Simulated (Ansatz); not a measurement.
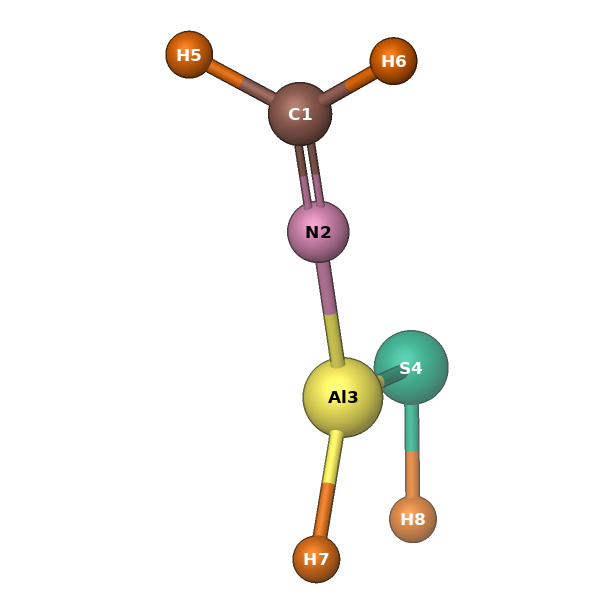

S4 lies behind Al3. The molecule seen a little off the Al3–S4 bond, Al3 in front. Atoms fade into the background with distance from the viewer. Computed geometry: PBE0-D4/def2-TZVP optimisation.

**What is the torsion angle N2–Al3–S4–H8? The sign is positive where the front bond must turn clockwise to cover the back bond.**

180°, antiperiplanar (anti).
